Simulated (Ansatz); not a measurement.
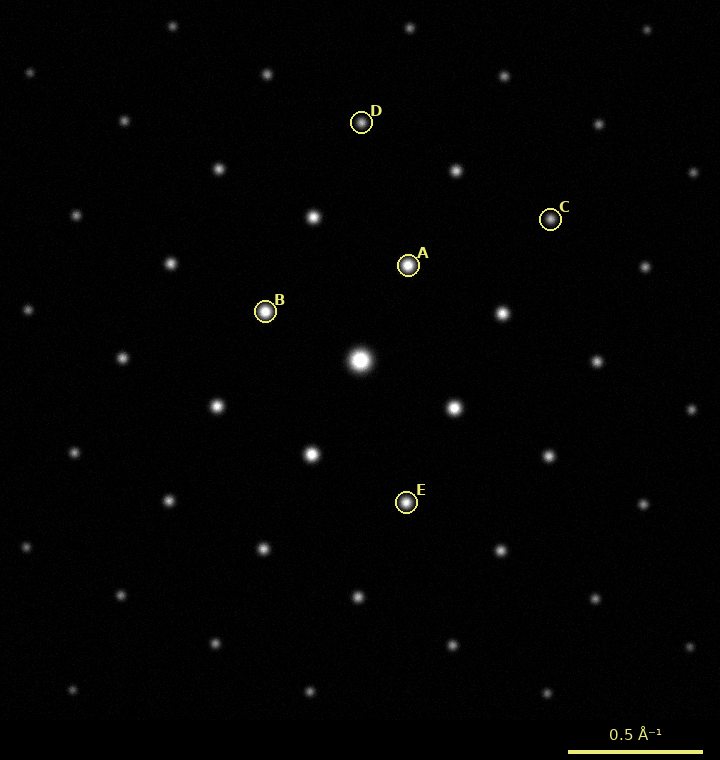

The pattern is a kinematic simulation for 80 kV electrons (no multiple scattering; isotropic B = 0.3 Å²). The zone axis points towards the electron source and the pattern is seen from the source side.

CdC₂, space group I4/mmm (No. 139), a = 3.55 Å, c = 5.53 Å. Structure: the geometry relaxed (final pressure about 22 GPa) with DFT PBEsol, scalar-relativistic, plane waves, PAW (Ansatz); the starting structure was generated, so it need not be a known form of this composition.

```csv
atom,site,symmetry,x,y,z
Cd,2a,4/mmm,0.0000,0.0000,0.0000
C,4e,4mm,0.5000,0.5000,0.1128
```

Spot A is indexed -1 1 0 and spot B -1 -1 0.

> Index the other marked spots.

C = 2A − B = -1 3 0 (d = 1.124 Å). D = 2A + B = -3 1 0 (d = 1.124 Å). E = −A − B = 2 0 0 (d = 1.777 Å).

> Which zone axis is this?

The cross product of A and B is parallel to [001]; every spot obeys hu + kv + lw = 0.
